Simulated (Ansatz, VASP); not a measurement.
# SiC (SiC(110)): VASP beside Ansatz

One calculation is typed for both programs; each brings its own data sets and cutoff. How far apart do they land? The structure shown is the end of the VASP relaxation below.

Main program and level: Ansatz 0.2.0; plane waves, with VASP 6.6.1 beside it; single point at PBE and band structure at PBE.

### 1. Set-up

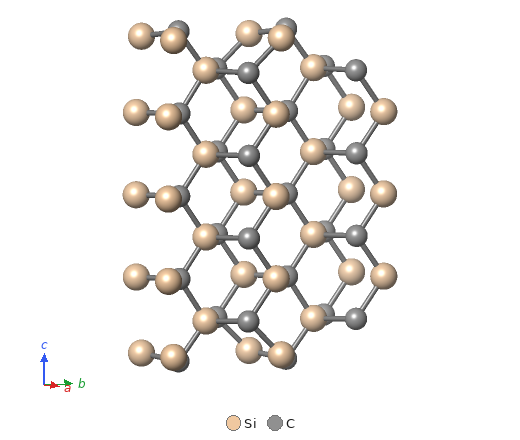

The cell as given, from the side, with the c axis up (silicon light orange, carbon grey). 1×2×1 cells are drawn. Some periodic images of atoms are drawn too.

The cell holds 18 atoms: 9 Si and 9 C. Cell: a = 3.097 Å, b = 4.379 Å, c = 28.387 Å, α = 90.0°, β = 90.0°, γ = 90.0°. It derives from SiC. As first built, before any earlier steps moved the atoms: 9 layers, cut at this functional's lattice. Vacuum lies along c.

### 2. VASP: relaxation, PBE

This run makes the geometry at which the two programs are then compared.

Lines of VASP's logs that name or quote its potential files are left out, and so is its time.

INCAR reads:

```
SYSTEM = SiC
PREC = Normal
ENCUT = 440
EDIFF = 1E-05
NELM = 120
ISMEAR = 0
SIGMA = 0.03
LREAL = Auto
ALGO = Fast
GGA = PE
NBANDS = 54
LORBIT = 11
LWAVE = .FALSE.
LCHARG = .FALSE.
KPAR = 4
IBRION = 2
NSW = 60
ISIF = 2
EDIFFG = -0.03
POTIM = 0.4
MAXMIX = 40
IDIPOL = 3
LDIPOL = .TRUE.
DIPOL = 0.5 0.5 0.5
```

POSCAR reads:

```
SiC
1.0
    3.0967378384      0.0000000000      0.0000000000
    0.0000000000      4.3794486502      0.0000000000
    0.0000000000      0.0000000000     28.3869513537
Si C
9 9
Direct
    0.0000000000      0.0000000000      0.2818196300
    0.5000000000      0.5000000000      0.3363647200
    0.0000000000      0.0000000000      0.3909098100
    0.5000000000      0.5000000000      0.4454549100
    0.0000000000      0.0000000000      0.5000000000
    0.5000000000      0.5000000000      0.5545450900
    0.0000000000      0.0000000000      0.6090901900
    0.5000000000      0.5000000000      0.6636352800
    0.0000000000      0.0000000000      0.7181803700
    0.0000000000      0.7500000000      0.3363647200
    0.5000000000      0.2500000000      0.2818196300
    0.0000000000      0.7500000000      0.4454549100
    0.5000000000      0.2500000000      0.3909098100
    0.0000000000      0.7500000000      0.5545450900
    0.5000000000      0.2500000000      0.5000000000
    0.0000000000      0.7500000000      0.6636352800
    0.5000000000      0.2500000000      0.6090901900
    0.5000000000      0.2500000000      0.7181803700
```

KPOINTS reads:

```
Automatic mesh
0
Gamma
8 6 1
0 0 0
```

Potentials, in the order of the species: Si and C (PBE family, release 64).

Started as:

```
$ mpirun -np 4 vasp_std
```

Numbers of over 12 decimals in the logs are rounded to 6 here.

Output:

```text
[banner, memory and clock lines left out]
running    4 mpi-ranks, on    1 nodes
 distrk:  each k-point on    1 cores,    4 groups
 distr:  one band on    1 cores,    1 groups

 POSCAR found type information on POSCAR SiC
 POSCAR found :  2 types and      18 ions
 LDA part: xc-table for (Slater+PW92), standard interpolation
 POSCAR, INCAR and KPOINTS ok, starting setup
 FFT: planning ... GRIDC
 FFT: planning ... GRID_SOFT
 FFT: planning ... GRID
 WAVECAR not read
 entering main loop
       N       E                     dE             d eps       ncg     rms          rms(c)
DAV:   1     0.345677642405E+03    0.34568E+03   -0.27152E+04  2160   0.969E+02
DAV:   2    -0.976496888957E+02   -0.44333E+03   -0.42075E+03  2894   0.221E+02
DAV:   3    -0.145246350430E+03   -0.47597E+02   -0.46880E+02  2692   0.701E+01
DAV:   4    -0.147553685674E+03   -0.23073E+01   -0.22997E+01  3048   0.172E+01
DAV:   5    -0.147642654584E+03   -0.88969E-01   -0.88907E-01  3018   0.305E+00    0.259E+01
RMM:   6    -0.129251349842E+03    0.18391E+02   -0.45179E+01  2176   0.184E+01    0.112E+01
RMM:   7    -0.129482117376E+03   -0.23077E+00   -0.13710E+01  2189   0.115E+01    0.537E+00
RMM:   8    -0.129316181752E+03    0.16594E+00   -0.82579E-01  2200   0.368E+00    0.208E+00
RMM:   9    -0.129308801599E+03    0.73802E-02   -0.30887E-01  2274   0.190E+00    0.429E-01
RMM:  10    -0.129309487813E+03   -0.68621E-03   -0.59912E-02  2489   0.834E-01    0.255E-01
RMM:  11    -0.129311163468E+03   -0.16757E-02   -0.15402E-02  2377   0.411E-01    0.183E-01
RMM:  12    -0.129311335938E+03   -0.17247E-03   -0.27719E-03  2188   0.192E-01    0.484E-02
RMM:  13    -0.129311729434E+03   -0.39350E-03   -0.12615E-03  2398   0.114E-01    0.425E-02
RMM:  14    -0.129312257327E+03   -0.52789E-03   -0.47341E-04  2203   0.609E-02    0.295E-02
RMM:  15    -0.129312534160E+03   -0.27683E-03   -0.35054E-04  2253   0.468E-02    0.215E-02
RMM:  16    -0.129312680309E+03   -0.14615E-03   -0.78226E-05  2016   0.269E-02    0.545E-03
RMM:  17    -0.129312716789E+03   -0.36480E-04   -0.29721E-05  1565   0.141E-02    0.383E-03
RMM:  18    -0.129312791411E+03   -0.74623E-04   -0.23746E-05  1519   0.928E-03    0.421E-03
RMM:  19    -0.129312805234E+03   -0.13823E-04   -0.35599E-06  1296   0.486E-03    0.300E-03
RMM:  20    -0.129312873562E+03   -0.68328E-04   -0.42720E-06  1192   0.424E-03    0.973E-04
RMM:  21    -0.129312884989E+03   -0.11427E-04   -0.10744E-06   954   0.298E-03    0.888E-04
RMM:  22    -0.129312898607E+03   -0.13618E-04   -0.14417E-06   844   0.272E-03    0.469E-04
RMM:  23    -0.129312899551E+03   -0.94360E-06   -0.34013E-07   762   0.232E-03
   1 F= -.12931290E+03 E0= -.12931261E+03  d E =-.129313E+03
[... from here on, the cycles between the ionic steps are left out ...]
   2 F= -.13024145E+03 E0= -.13024145E+03  d E =-.928551E+00
   3 F= -.13033118E+03 E0= -.13033118E+03  d E =-.101828E+01
  11 F= -.13063607E+03 E0= -.13063607E+03  d E =-.479964E-02
  12 F= -.13063926E+03 E0= -.13063926E+03  d E =-.319727E-02
  13 F= -.13064059E+03 E0= -.13064059E+03  d E =-.452564E-02
  14 F= -.13063955E+03 E0= -.13063955E+03  d E =-.348671E-02
  15 F= -.13064080E+03 E0= -.13064080E+03  d E =-.473534E-02
  16 F= -.13064291E+03 E0= -.13064291E+03  d E =-.211342E-02
  17 F= -.13064303E+03 E0= -.13064303E+03  d E =-.222577E-02
  18 F= -.13064346E+03 E0= -.13064346E+03  d E =-.429385E-03
  19 F= -.13064341E+03 E0= -.13064341E+03  d E =-.383372E-03
  20 F= -.13064356E+03 E0= -.13064356E+03  d E =-.147556E-03
  21 F= -.13064370E+03 E0= -.13064370E+03  d E =-.285305E-03
 curvature:  -1.53 expect dE=-0.308E-03 dE for cont linesearch -0.300E-06
 trial: gam= 0.66104 g(F)=  0.201E-03 g(S)=  0.000E+00 ort = 0.101E-04 (trialstep = 0.128E+01)
 search vector abs. value=  0.444E-03
 bond charge predicted
       N       E                     dE             d eps       ncg     rms          rms(c)
DAV:   1    -0.130643852581E+03   -0.15819E-03   -0.38103E-02  2392   0.832E-01    0.808E-02
RMM:   2    -0.130643818452E+03    0.34128E-04   -0.51510E-04  2189   0.915E-02    0.413E-02
RMM:   3    -0.130643887716E+03   -0.69264E-04   -0.99191E-05  2217   0.398E-02    0.420E-02
RMM:   4    -0.130643890259E+03   -0.25433E-05   -0.25981E-05  1547   0.196E-02
  22 F= -.13064389E+03 E0= -.13064389E+03  d E =-.194491E-03
 trial-energy change:   -0.000194  1 .order   -0.000177   -0.000265   -0.000089
 step:   1.9254(harm=  1.9254)  dis= 0.00257  next Energy=  -130.643895 (dE=-0.200E-03)
 reached required accuracy - stopping structural energy minimisation
```

OUTCAR, selected parts (step 2):

```text
ion  position               nearest neighbor table
   1  0.000  0.000  0.282-  10 1.90  11 1.90  11 1.90   3 3.10   2 3.10   2 3.10   2 3.10   2 3.10

  LATTYP: Found a simple orthorhombic cell.
 ALAT       =     3.0967378384
 B/A-ratio  =     1.4142135624
 C/A-ratio  =     9.1667273224

 Subroutine GETGRP returns: Found  4 space group operations
 (whereof  4 operations were pure point group operations)

The static configuration has the point symmetry C_2v.

 Found     20 irreducible k-points:

   k-points           NKPTS =     20   k-points in BZ     NKDIM =     20   number of bands    NBANDS=     54

   dimension x,y,z NGX =    16 NGY =   24 NGZ =  150
   dimension x,y,z NGXF=    32 NGYF=   48 NGZF=  300

   ENCUT  =  440.0 eV  32.34 Ry    5.69 a.u.   5.30  7.49 48.55*2*pi/ulx,y,z

   NELECT =      72.0000    total number of electrons

 k-points in reciprocal lattice and weights: Automatic mesh
   0.00000000  0.00000000  0.00000000       0.021
   0.12500000  0.00000000  0.00000000       0.042
   0.25000000  0.00000000  0.00000000       0.042
   0.37500000  0.00000000  0.00000000       0.042
   0.50000000  0.00000000  0.00000000       0.021
   0.00000000  0.16666667  0.00000000       0.042
   0.12500000  0.16666667  0.00000000       0.083
   0.25000000  0.16666667  0.00000000       0.083
   0.37500000  0.16666667  0.00000000       0.083
[...]
0.37500000  0.50000000  0.00000000       0.042
   0.50000000  0.50000000  0.00000000       0.021

 dipolmoment           0.000000      0.000000     -0.000000 electrons x Angstroem

 average (electrostatic) potential at core
       1 -87.8933       2 -87.6670       3 -87.8391       4 -87.6935       5 -87.7518
       6 -87.6935       7 -87.8391       8 -87.6670       9 -87.8933      10 -52.2976
      11 -51.7011      12 -52.2110      13 -52.0912      14 -52.2110      15 -52.1386
      16 -52.2976      17 -52.0912      18 -51.7011

 E-fermi :   1.4942

 k-point     1 :       0.0000    0.0000    0.0000
  band No.  band energies     occupation
    ...
     32       0.3574      2.00000
     33       0.6377      2.00000
     34       0.7641      2.00000
     35       0.9413      2.00000
     36       0.9972      2.00000
     37       2.5822      0.00000
     38       3.2039      0.00000
     39       4.0238      0.00000
     40       4.2342      0.00000
     41       4.3598      0.00000
    ...

 k-point     2 :       0.1250    0.0000    0.0000
  band No.  band energies     occupation
    ...
     32      -0.1412      2.00000
     33      -0.0580      2.00000
     34       0.0697      2.00000
     35       0.8021      2.00000
     36       0.8684      2.00000
     37       3.3808      0.00000
     38       4.0133      0.00000
     39       4.3251      0.00000
     40       4.5788      0.00000
     41       4.9697      0.00000
    ...

 k-point     3 :       0.2500    0.0000    0.0000
  band No.  band energies     occupation
    ...
     32      -0.9680      2.00000
     33      -0.7746      2.00000
     34      -0.0976      2.00000
     35       0.5389      2.00000
     36       0.6757      2.00000
     37       3.5599      0.00000
     38       3.6899      0.00000
     39       4.3875      0.00000
     40       4.5230      0.00000
     41       4.8626      0.00000
    ...

  Total        0.7747895      1.1805167     -0.8952182      0.0000000      0.0000000      0.0000000
  in kB        3.2244203      4.9129245     -3.7256055      0.0000000      0.0000000      0.0000000
  external PRESSURE =       1.4705798 kB  Pullay stress =       0.0000000 kB

  energy-cutoff  :      440.00
  volume of cell :      384.98
      direct lattice vectors                 reciprocal lattice vectors
     3.096737838  0.000000000  0.000000000     0.322920458  0.000000000  0.000000000
     0.000000000  4.379448650  0.000000000     0.000000000  0.228339245  0.000000000
     0.000000000  0.000000000 28.386951354     0.000000000  0.000000000  0.035227453

 POSITION                                       TOTAL-FORCE (eV/Angst)
 -----------------------------------------------------------------------------------
      3.09674      0.19766      8.24611        -0.000000      0.001658      0.003268
      1.54837      2.16885      9.48726        -0.000000     -0.007957      0.006182
      3.09674      4.36955     11.10425        -0.000000     -0.005313      0.006035
      1.54837      2.16617     12.63997        -0.000000     -0.000354     -0.005132
      0.00000      4.36119     14.19348        -0.000000      0.006122      0.000000
      1.54837      2.16617     15.74698         0.000000     -0.000354      0.005132
      3.09674      4.36955     17.28270        -0.000000     -0.005313     -0.006035
      1.54837      2.16885     18.89969        -0.000000     -0.007957     -0.006182
      3.09674      0.19766     20.14084        -0.000000      0.001658     -0.003268
      0.00000      3.23797      9.52717        -0.000000     -0.003931      0.002065
      1.54837      1.04830      8.00010        -0.000000     -0.005547      0.022530
      0.00000      3.26163     12.64305         0.000000      0.006845     -0.000973
      1.54837      1.08649     11.08747        -0.000000      0.002657      0.000027
      0.00000      3.26163     15.74390         0.000000      0.006845      0.000973
      1.54837      1.07548     14.19348        -0.000000      0.017763      0.000000
      0.00000      3.23797     18.85978         0.000000     -0.003931     -0.002065
      1.54837      1.08649     17.29948         0.000000      0.002657     -0.000027
      1.54837      1.04830     20.38685        -0.000000     -0.005547     -0.022530
 -----------------------------------------------------------------------------------
    total drift:                                0.000000      0.049670     -0.000004

  FREE ENERGIE OF THE ION-ELECTRON SYSTEM (eV)
  ---------------------------------------------------
  free  energy   TOTEN  =      -130.6438902594 eV

  energy  without entropy=     -130.6438902593  energy(sigma->0) =     -130.64389026

 reached required accuracy - stopping structural energy minimisation

 vacuum level on the upper side and lower side of the slab         6.612         6.612

 total charge
# of ion       s       p       d       tot
------------------------------------------
    1        0.752   0.936   0.000   1.688
    2        0.701   0.950   0.000   1.651
    3        0.707   0.949   0.000   1.656
    4        0.707   0.962   0.000   1.669
    5        0.706   0.958   0.000   1.664
    6        0.707   0.962   0.000   1.669
    7        0.707   0.949   0.000   1.656
    8        0.701   0.950   0.000   1.651
    9        0.752   0.936   0.000   1.688
   10        0.847   1.689   0.000   2.536
   11        0.862   1.645   0.000   2.507
   12        0.838   1.691   0.000   2.530
   13        0.839   1.684   0.000   2.523
   14        0.838   1.691   0.000   2.530
   15        0.838   1.694   0.000   2.532
   16        0.847   1.689   0.000   2.536
   17        0.839   1.684   0.000   2.523
   18        0.862   1.645   0.000   2.507
--------------------------------------------------
tot         14.051  23.664   0.000  37.716

[... 3 further parts left out ...]
```

(Continued in part 2 of 3.)

[Lines on the potential files, build, host, timing and source positions are cut from VASP's logs without a mark.]

[Logs are printed without paths, hosts, clocks, repeated set-up lines and the standing remarks that a program may print on its own settings, such as how far it seeks lower states.]

[Hosts, paths, dates, database ids (printed as entryN), source tags and the programs' standing remarks are cut or masked in the printed files.]
